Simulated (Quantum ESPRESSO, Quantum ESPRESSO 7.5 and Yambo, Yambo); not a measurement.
**Quasiparticle gap of LiNbO3 (R3c) in Yambo**

Wanted: ground state, empty states, screening and self-energy for LiNbO3 (R3c).

Main program and level: Quantum ESPRESSO 7.5 and Yambo 5.3.0; PBE and many-body steps on it, plane waves.

## (1) The structure

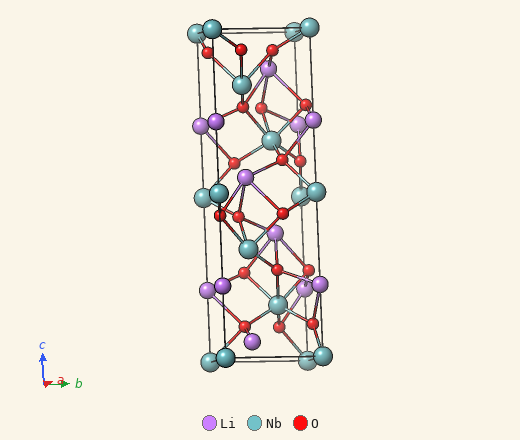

The cell as given, slightly off an axis (lithium purple, niobium teal, oxygen red). This picture shows the conventional cell, with its axes. Bonds to atoms that aren't drawn are left out. Some periodic images of atoms are drawn too.

The cell and positions come from the Crystallography Open Database and are kept as given unless a step says otherwise.

## (2) Ground state

This step: Quantum ESPRESSO 7.5; DFT, PBE, plane waves, norm-conserving pseudopotentials.

The ground-state density comes first.

Input file pw.in:

```
&control
  calculation = 'scf'
  prefix = 'x'
  outdir = 'o'
  pseudo_dir = 'pseudo'
/
&system
  ibrav = 0
  nat = 10
  ntyp = 3
  ecutwfc = 74.0
  nbnd = 43
  force_symmorphic = .true.
/
&electrons
  conv_thr = 1e-10
  electron_maxstep = 80
  mixing_beta = 0.5
/
ATOMIC_SPECIES
  Li 6.94 Li.upf
  Nb 92.906 Nb.upf
  O 15.999 O.upf
CELL_PARAMETERS angstrom
  2.5758000000 1.4871388234 4.6230000000
  -2.5758000000 1.4871388234 4.6230000000
  0.0000000000 -2.9742776468 4.6230000000
ATOMIC_POSITIONS crystal
  Li 0.2815000000 0.2815000000 0.2815000000
  Li 0.7815000000 0.7815000000 0.7815000000
  Nb 0.0000550000 0.0000550000 0.0000550000
  Nb 0.5000550000 0.5000550000 0.5000550000
  O 0.1123100000 0.3583600000 0.7195900000
  O 0.7195900000 0.1123100000 0.3583600000
  O 0.3583600000 0.7195900000 0.1123100000
  O 0.2195900000 0.8583600000 0.6123100000
  O 0.8583600000 0.6123100000 0.2195900000
  O 0.6123100000 0.2195900000 0.8583600000
K_POINTS automatic
  6 6 6 0 0 0
```

Launch:

```sh
$ OMP_NUM_THREADS=1 mpirun -n 4 pw.x -nk 4 -in pw.in > pw.out
```

Output:

```text
Program PWSCF v.7.5 starts

     This program is part of the open-source Quantum ESPRESSO suite
     for quantum simulation of materials; please cite
         "P. Giannozzi et al., J. Phys.:Condens. Matter 21 395502 (2009);
         "P. Giannozzi et al., J. Phys.:Condens. Matter 29 465901 (2017);
         "P. Giannozzi et al., J. Chem. Phys. 152 154105 (2020);
     in publications or presentations arising from this work. More details at
     Message from routine setup:
     using ibrav=0 with symmetry is DISCOURAGED, use correct ibrav instead

     G-vector sticks info

     bravais-lattice index     =            0
     lattice parameter (alat)  =      10.3881  a.u.
     unit-cell volume          =     717.0268 (a.u.)^3
     number of atoms/cell      =           10
     number of atomic types    =            3
     number of electrons       =        68.00
     number of Kohn-Sham states=           43
     kinetic-energy cutoff     =      74.0000  Ry
     charge density cutoff     =     296.0000  Ry
     scf convergence threshold =      1.0E-10
     mixing beta               =       0.5000
     number of iterations used =            8  plain     mixing
     Exchange-correlation= PBE
                           (   1   4   3   4   0   0   0)

     celldm(1)=  10.388073  celldm(2)=   0.000000  celldm(3)=   0.000000
     celldm(4)=   0.000000  celldm(5)=   0.000000  celldm(6)=   0.000000

     crystal axes: (cart. coord. in units of alat)
               a(1) = (   0.468572   0.270530   0.840984 )
               a(2) = (  -0.468572   0.270530   0.840984 )
               a(3) = (   0.000000  -0.541060   0.840984 )

     reciprocal axes: (cart. coord. in units 2 pi/alat)
               b(1) = (  1.067073  0.616075  0.396361 )
               b(2) = ( -1.067073  0.616075  0.396361 )
               b(3) = (  0.000000 -1.232149  0.396361 )
     Pseudo is Norm-conserving, Zval =  3.0
     Generated using ONCVPSP code by D. R. Hamann
     Using radial grid of 1944 points,  4 beta functions with:
     Pseudo is Norm-conserving + core correction, Zval = 13.0
     Generated using ONCVPSP code by D. R. Hamann
     Using radial grid of 1680 points,  6 beta functions with:
     Pseudo is Norm-conserving + core correction, Zval =  6.0
     Generated using ONCVPSP code by D. R. Hamann
     Using radial grid of  936 points,  5 beta functions with:
     Li                3.00     6.94000     Li( 1.00)
     Nb               13.00    92.90600     Nb( 1.00)
     O                 6.00    15.99900     O ( 1.00)

      3 Sym. Ops. (no inversion) found

   Cartesian axes

     site n.     atom                  positions (alat units)
         1        Li     tau(   1) = (   0.0000000  -0.0000000   0.7102110  )
         2        Li     tau(   2) = (  -0.0000000  -0.0000000   1.9716871  )
         3        Nb     tau(   3) = (  -0.0000000   0.0000000   0.0001388  )
         4        Nb     tau(   4) = (   0.0000000   0.0000000   1.2616148  )
         5        O      tau(   5) = (  -0.1152921  -0.2620110   1.0009897  )
         6        O      tau(   6) = (   0.2845542   0.0311596   1.0009897  )
         7        O      tau(   7) = (  -0.1692621   0.2308513   1.0009897  )
         8        O      tau(   8) = (  -0.2993095  -0.0396786   1.4214817  )
         9        O      tau(   9) = (   0.1152921   0.2790490   1.4214817  )
        10        O      tau(  10) = (   0.1840175  -0.2393703   1.4214817  )

     number of k points=    40
                       cart. coord. in units 2pi/alat
        k(    1) = (   0.0000000   0.0000000   0.0000000), wk =   0.0092593
        k(    2) = (   0.0000000  -0.2053582   0.0660602), wk =   0.0555556
        k(    3) = (   0.0000000  -0.4107165   0.1321204), wk =   0.0555556
        k(    4) = (  -0.0000000   0.6160747  -0.1981805), wk =   0.0277778
        k(    5) = (  -0.1778454  -0.1026791   0.1321204), wk =   0.0555556
        k(    6) = (  -0.1778454  -0.3080374   0.1981805), wk =   0.0555556
        k(    7) = (  -0.1778454   0.7187538  -0.1321204), wk =   0.0555556
        k(    8) = (  -0.1778454   0.5133956  -0.0660602), wk =   0.0555556
        k(    9) = (  -0.1778454   0.3080374   0.0000000), wk =   0.0555556
        k(   10) = (  -0.3556909  -0.2053582   0.2642407), wk =   0.0555556
     [... 28 further rows ...]
        k(   39) = (  -0.1778454  -0.5133956  -0.1321204), wk =   0.0555556
        k(   40) = (   0.7113818  -0.2053582   0.2642407), wk =   0.0555556

     Dense  grid:    61661 G-vectors     FFT dimensions: (  60,  60,  60)

     Initial potential from superposition of free atoms

     starting charge      67.9862, renormalised to      68.0000
     Starting wfcs are   48 randomized atomic wfcs

     per-process dynamical memory:   109.8 Mb

     Self-consistent Calculation

     iteration #  1     ecut=    74.00 Ry     beta= 0.50

     total energy              =    -475.57835717 Ry
     estimated scf accuracy    <       4.72831705 Ry

     iteration #  2     ecut=    74.00 Ry     beta= 0.50

     total energy              =    -476.46483648 Ry
     estimated scf accuracy    <       3.95090593 Ry

     iteration #  3     ecut=    74.00 Ry     beta= 0.50

     total energy              =    -477.33766810 Ry
     estimated scf accuracy    <       0.14872511 Ry

     iteration #  4     ecut=    74.00 Ry     beta= 0.50

     total energy              =    -477.32281926 Ry
     estimated scf accuracy    <       0.06960461 Ry

     iteration #  5     ecut=    74.00 Ry     beta= 0.50

     total energy              =    -477.34420305 Ry
     estimated scf accuracy    <       0.02796671 Ry

     iteration #  6     ecut=    74.00 Ry     beta= 0.50

     total energy              =    -477.34348753 Ry
     estimated scf accuracy    <       0.00597747 Ry

     iteration #  7     ecut=    74.00 Ry     beta= 0.50

     total energy              =    -477.34441376 Ry
     estimated scf accuracy    <       0.00012580 Ry

     iteration #  8     ecut=    74.00 Ry     beta= 0.50

     total energy              =    -477.34446662 Ry
     estimated scf accuracy    <       0.00016798 Ry

     iteration #  9     ecut=    74.00 Ry     beta= 0.50

     total energy              =    -477.34446297 Ry
     estimated scf accuracy    <       0.00004297 Ry

     iteration # 10     ecut=    74.00 Ry     beta= 0.50

     total energy              =    -477.34446407 Ry
     estimated scf accuracy    <       0.00000637 Ry

     iteration # 11     ecut=    74.00 Ry     beta= 0.50

     total energy              =    -477.34446540 Ry
     estimated scf accuracy    <       0.00000002 Ry

     iteration # 12     ecut=    74.00 Ry     beta= 0.50

     total energy              =    -477.34446543 Ry
     estimated scf accuracy    <          6.2E-09 Ry

     iteration # 13     ecut=    74.00 Ry     beta= 0.50

     total energy              =    -477.34446543 Ry
     estimated scf accuracy    <          9.0E-10 Ry

     iteration # 14     ecut=    74.00 Ry     beta= 0.50

     End of self-consistent calculation

          k = 0.0000 0.0000 0.0000 (  7739 PWs)   bands (ev):

   -46.8266 -46.8113 -35.2712 -35.2686 -23.1627 -23.1627 -23.0810 -23.0039
   -23.0039 -22.8943  -9.6092  -8.9424  -8.9424  -8.0385  -7.8224  -7.8224
     2.8693   2.8693   3.0779   3.1381   3.1381   4.0336   5.1843   5.2728
     5.2728   6.0814   6.4007   6.4007   6.5971   6.5994   6.5994   6.8129
     7.2861   7.2861  10.9044  10.9044  11.3718  12.4827  12.4827  12.6540
    14.6192  15.0148  15.0148

          k = 0.0000-0.2054 0.0661 (  7720 PWs)   bands (ev):

   -46.8255 -46.8123 -35.2710 -35.2688 -23.1539 -23.1526 -23.0683 -23.0162
   -23.0151 -22.9067  -9.5004  -8.8816  -8.8797  -8.1135  -7.9300  -7.9098
     2.7973   2.8955   3.2255   3.3920   3.4178   4.1079   4.8626   4.9931
     5.0672   6.0458   6.1629   6.4526   6.4731   6.7813   6.7847   6.8680
     7.1548   7.2073  10.9527  10.9624  11.3688  12.3926  12.6231  12.6295
    14.9414  14.9834  15.1227

          k = 0.0000-0.4107 0.1321 (  7716 PWs)   bands (ev):

   -46.8227 -46.8151 -35.2706 -35.2693 -23.1284 -23.1247 -23.0486 -23.0455
   -23.0337 -22.9406  -9.2009  -8.7186  -8.7066  -8.3457  -8.1843  -8.1341
     2.9303   3.1037   3.4869   3.8859   3.9485   4.1895   4.2121   4.5871
     4.8293   5.4820   5.8498   6.1766   6.7156   6.7846   6.8162   6.9531
     7.0707   7.2066  10.9871  11.2131  11.7078  12.0261  12.5262  12.5563
    15.1619  15.5052  15.7183

          k =-0.0000 0.6161-0.1982 (  7700 PWs)   bands (ev):

     [... further k-points ...]

     highest occupied, lowest unoccupied level (ev):     7.2933   10.9000

!    total energy              =    -477.34446543 Ry
     estimated scf accuracy    <          2.7E-11 Ry

     The total energy is the sum of the following terms:
     one-electron contribution =    -144.64475579 Ry
     hartree contribution      =     105.44416366 Ry
     xc contribution           =    -109.31723511 Ry
     ewald contribution        =    -328.82663819 Ry

     convergence has been achieved in  14 iterations

     XML data file, charge density, pseudopotentials, collected wavefunctions

=------------------------------------------------------------------------------=
   JOB DONE.
=------------------------------------------------------------------------------=
```

Elapsed: 33 s, on 4 MPI ranks of AMD EPYC 9R45, shared host; peak memory 0.71 GiB.

This step gave:

- total energy: -6494.6023 eV
- gap: 3.607 eV
- k of the valence top: 0.1667, 0.1667, 0.1667
- k of the conduction bottom: 0, 0.1667, 0.1667
- least direct gap: 3.618 eV

The gap is indirect, with the least direct gap 0.012 eV higher.

## (3) Bands along the symmetry lines

Levels along a band path, at the cheap level, show where the edges lie and whether the meshes to come will hold them.

Input file pw.in:

```
&control
  calculation = 'bands'
  prefix = 'x'
  outdir = 'o'
  pseudo_dir = 'pseudo'
/
&system
  ibrav = 0
  nat = 10
  ntyp = 3
  ecutwfc = 74.0
  nbnd = 40
  force_symmorphic = .true.
/
&electrons
  conv_thr = 1e-9
  electron_maxstep = 80
  diago_full_acc = .true.
  diago_thr_init = 5e-6
/
ATOMIC_SPECIES
  Li 6.94 Li.upf
  Nb 92.906 Nb.upf
  O 15.999 O.upf
CELL_PARAMETERS angstrom
  2.5758000000 1.4871388234 4.6230000000
  -2.5758000000 1.4871388234 4.6230000000
  0.0000000000 -2.9742776468 4.6230000000
ATOMIC_POSITIONS crystal
  Li 0.2815000000 0.2815000000 0.2815000000
  Li 0.7815000000 0.7815000000 0.7815000000
  Nb 0.0000550000 0.0000550000 0.0000550000
  Nb 0.5000550000 0.5000550000 0.5000550000
  O 0.1123100000 0.3583600000 0.7195900000
  O 0.7195900000 0.1123100000 0.3583600000
  O 0.3583600000 0.7195900000 0.1123100000
  O 0.2195900000 0.8583600000 0.6123100000
  O 0.8583600000 0.6123100000 0.2195900000
  O 0.6123100000 0.2195900000 0.8583600000
K_POINTS crystal
  59
  0.00000000 0.00000000 0.00000000 1
  -0.06250000 -0.06250000 -0.06250000 1
  -0.12500000 -0.12500000 -0.12500000 1
  -0.18750000 -0.18750000 -0.18750000 1
  -0.25000000 -0.25000000 -0.25000000 1
  -0.31250000 -0.31250000 -0.31250000 1
  -0.37500000 -0.37500000 -0.37500000 1
  -0.43750000 -0.43750000 -0.43750000 1
  -0.50000000 -0.50000000 -0.50000000 1
  -0.50000000 -0.46695664 -0.53304336 1
  -0.50000000 -0.43391329 -0.56608671 1
  -0.50000000 -0.40086993 -0.59913007 1
  -0.50000000 -0.36782657 -0.63217342 1
  -0.50000000 -0.33478322 -0.66521678 1
  -0.50000000 -0.30173986 -0.69826014 1
  -0.50000000 -0.26869651 -0.73130349 1
  -0.50000000 -0.23565315 -0.76434685 1
  -0.23565315 0.23565315 -0.50000000 1
  -0.20619651 0.20619651 -0.50000000 1
  -0.17673986 0.17673986 -0.50000000 1
  -0.14728322 0.14728322 -0.50000000 1
  -0.11782658 0.11782658 -0.50000000 1
  -0.08836993 0.08836993 -0.50000000 1
  -0.05891329 0.05891329 -0.50000000 1
  -0.02945664 0.02945664 -0.50000000 1
  0.00000000 0.00000000 -0.50000000 1
  0.00000000 0.00000000 -0.43750000 1
  0.00000000 0.00000000 -0.37500000 1
  0.00000000 0.00000000 -0.31250000 1
  0.00000000 0.00000000 -0.25000000 1
  0.00000000 0.00000000 -0.18750000 1
  0.00000000 0.00000000 -0.12500000 1
  0.00000000 0.00000000 -0.06250000 1
  0.00000000 0.00000000 0.00000000 1
  0.00000000 0.04597832 -0.04597832 1
  0.00000000 0.09195664 -0.09195664 1
  0.00000000 0.13793496 -0.13793496 1
  0.00000000 0.18391329 -0.18391329 1
  0.00000000 0.22989161 -0.22989161 1
  0.00000000 0.27586993 -0.27586993 1
  0.00000000 0.32184825 -0.32184825 1
  0.00000000 0.36782657 -0.36782657 1
  -0.36782657 0.00000000 -0.63217343 1
  -0.38434825 0.00000000 -0.61565175 1
  -0.40086993 0.00000000 -0.59913007 1
  -0.41739161 0.00000000 -0.58260839 1
  -0.43391329 0.00000000 -0.56608671 1
  -0.45043496 0.00000000 -0.54956504 1
  -0.46695664 0.00000000 -0.53304336 1
  -0.48347832 0.00000000 -0.51652168 1
  -0.50000000 0.00000000 -0.50000000 1
  -0.43750000 0.00000000 -0.43750000 1
  -0.37500000 0.00000000 -0.37500000 1
  -0.31250000 0.00000000 -0.31250000 1
  -0.25000000 0.00000000 -0.25000000 1
  -0.18750000 0.00000000 -0.18750000 1
  -0.12500000 0.00000000 -0.12500000 1
  -0.06250000 0.00000000 -0.06250000 1
  0.00000000 0.00000000 0.00000000 1
```

Output:

```text
[banner, memory and clock lines left out]
Program PWSCF v.7.5 starts

     Atomic positions and unit cell read from directory:
     o/x.save/

     Message from routine setup:
     using ibrav=0 with symmetry is DISCOURAGED, use correct ibrav instead

     G-vector sticks info

     bravais-lattice index     =            0
     lattice parameter (alat)  =      10.3881  a.u.
     unit-cell volume          =     717.0268 (a.u.)^3
     number of atoms/cell      =           10
     number of atomic types    =            3
     number of electrons       =        68.00
     number of Kohn-Sham states=           40
     kinetic-energy cutoff     =      74.0000  Ry
     charge density cutoff     =     296.0000  Ry
     Exchange-correlation= PBE
                           (   1   4   3   4   0   0   0)

     celldm(1)=  10.388073  celldm(2)=   0.000000  celldm(3)=   0.000000
     celldm(4)=   0.000000  celldm(5)=   0.000000  celldm(6)=   0.000000

     crystal axes: (cart. coord. in units of alat)
               a(1) = (   0.468572   0.270530   0.840984 )
               a(2) = (  -0.468572   0.270530   0.840984 )
               a(3) = (   0.000000  -0.541060   0.840984 )

     reciprocal axes: (cart. coord. in units 2 pi/alat)
               b(1) = (  1.067073  0.616075  0.396361 )
               b(2) = ( -1.067073  0.616075  0.396361 )
               b(3) = (  0.000000 -1.232149  0.396361 )
     Pseudo is Norm-conserving, Zval =  3.0
     Generated using ONCVPSP code by D. R. Hamann
     Using radial grid of 1944 points,  4 beta functions with:
     Pseudo is Norm-conserving + core correction, Zval = 13.0
     Generated using ONCVPSP code by D. R. Hamann
     Using radial grid of 1680 points,  6 beta functions with:
     Pseudo is Norm-conserving + core correction, Zval =  6.0
     Generated using ONCVPSP code by D. R. Hamann
     Using radial grid of  936 points,  5 beta functions with:
     Li                3.00     6.94000     Li( 1.00)
     Nb               13.00    92.90600     Nb( 1.00)
     O                 6.00    15.99900     O ( 1.00)

      3 Sym. Ops. (no inversion) found

   Cartesian axes

     site n.     atom                  positions (alat units)
         1        Li     tau(   1) = (   0.0000000  -0.0000000   0.7102110  )
         2        Li     tau(   2) = (  -0.0000000  -0.0000000   1.9716871  )
         3        Nb     tau(   3) = (  -0.0000000   0.0000000   0.0001388  )
         4        Nb     tau(   4) = (   0.0000000   0.0000000   1.2616148  )
         5        O      tau(   5) = (  -0.1152921  -0.2620110   1.0009897  )
         6        O      tau(   6) = (   0.2845542   0.0311596   1.0009897  )
         7        O      tau(   7) = (  -0.1692621   0.2308513   1.0009897  )
         8        O      tau(   8) = (  -0.2993095  -0.0396786   1.4214817  )
         9        O      tau(   9) = (   0.1152921   0.2790490   1.4214817  )
        10        O      tau(  10) = (   0.1840175  -0.2393703   1.4214817  )

     number of k points=    59
                       cart. coord. in units 2pi/alat
        k(    1) = (   0.0000000   0.0000000   0.0000000), wk =   0.0338983
        k(    2) = (  -0.0000000   0.0000000  -0.0743177), wk =   0.0338983
        k(    3) = (  -0.0000000   0.0000000  -0.1486354), wk =   0.0338983
[...]
[... 47 further rows ...]
        k(   58) = (  -0.0666920   0.0385047  -0.0495451), wk =   0.0338983
        k(   59) = (   0.0000000   0.0000000   0.0000000), wk =   0.0338983

     Dense  grid:    61661 G-vectors     FFT dimensions: (  60,  60,  60)

     The potential is recalculated from file :
     o/x.save/charge-density

     Starting wfcs are   48 randomized atomic wfcs

     Band Structure Calculation

     End of band structure calculation

          k = 0.0000 0.0000 0.0000 (  7739 PWs)   bands (ev):

   -46.8266 -46.8113 -35.2712 -35.2686 -23.1627 -23.1627 -23.0810 -23.0039
   -23.0039 -22.8943  -9.6091  -8.9424  -8.9424  -8.0385  -7.8223  -7.8223
     2.8694   2.8694   3.0779   3.1381   3.1381   4.0337   5.1843   5.2728
[...]
k =-0.0000 0.0000-0.0743 (  7734 PWs)   bands (ev):

[...]
k =-0.0000 0.0000-0.1486 (  7737 PWs)   bands (ev):

[...]
k =-0.0000 0.0000-0.2230 (  7707 PWs)   bands (ev):

[...]
k =-0.0000-0.0000-0.5202 (  7695 PWs)   bands (ev):

[...]
k = 0.0000 0.0000 0.0000 (  7739 PWs)   bands (ev):

[...]
k =-0.0491 0.0850 0.0000 (  7737 PWs)   bands (ev):

[...]
k =-0.0981 0.1700 0.0000 (  7711 PWs)   bands (ev):

[...]
k =-0.2453 0.4249 0.0000 (  7685 PWs)   bands (ev):

[...]
k =-0.2944 0.5099 0.0000 (  7687 PWs)   bands (ev):

[...]
k =-0.1334 0.0770-0.0991 (  7732 PWs)   bands (ev):

[...]
k =-0.0667 0.0385-0.0495 (  7737 PWs)   bands (ev):

[...]
k = 0.0000 0.0000 0.0000 (  7739 PWs)   bands (ev):

[...]
5.2728   6.0815   6.4007   6.4007   6.5971   6.5994   6.5994   6.8130
     7.2861   7.2861  10.9044  10.9044  11.3718  12.4828  12.4829  12.6540

     XML data file, pseudopotentials, collected wavefunctions
```

It took 11 s on 4 MPI ranks; peak memory 0.45 GiB.

Numbers from this step:

```yaml
gap: 3.581 eV
k_of_the_valence_top: -0.125, -0.125, -0.125
k_of_the_conduction_bottom: -0.3843, 0, -0.6157
least_direct_gap: 3.618 eV
```

The gap is 3.581 eV, −0.025 eV from the run before at this level.

Electronic bands along the path, in eV, zero at the top of the highest filled band:

```tsv
point	band 31	band 32	band 33	band 34	band 35	band 36	band 37	band 38
Γ	-0.70	-0.48	-0.01	-0.01	3.61	3.61	4.08	5.19
T	-0.32	-0.32	-0.32	-0.32	4.66	4.66	4.86	4.86
H2	-0.58	-0.58	-0.26	-0.26	3.93	3.93	4.77	4.77
jump to H0	-0.58	-0.58	-0.26	-0.26	3.93	3.93	4.77	4.77
L	-0.30	-0.30	-0.22	-0.22	3.91	3.91	4.74	4.74
Γ	-0.70	-0.48	-0.01	-0.01	3.61	3.61	4.08	5.19
S0	-0.71	-0.50	-0.40	-0.11	3.59	4.11	4.70	4.78
jump to S2	-0.71	-0.50	-0.40	-0.11	3.59	4.11	4.70	4.78
F	-0.71	-0.65	-0.48	-0.19	3.70	4.18	4.63	4.68
Γ	-0.70	-0.48	-0.01	-0.01	3.61	3.61	4.08	5.19
```

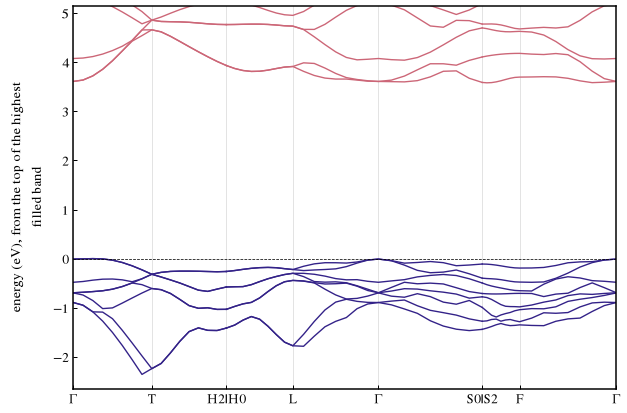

Electronic bands along the path; lines of filled and empty bands in two colours.

(Part 1 of 3 ends here.)

[Paths, hosts, dates, memory and timing lines, banners, echoed tables and standing remarks are left out of the program output.]

[Logs are printed without paths, hosts, clocks, repeated set-up lines and the standing remarks that a program may print on its own settings, such as how far it seeks lower states.]

[Runs of the session that timed out or met a known fault of the program may be left out.]

[Hosts, paths, dates, database ids (printed as entryN), source tags and the programs' standing remarks are cut or masked in the printed files.]
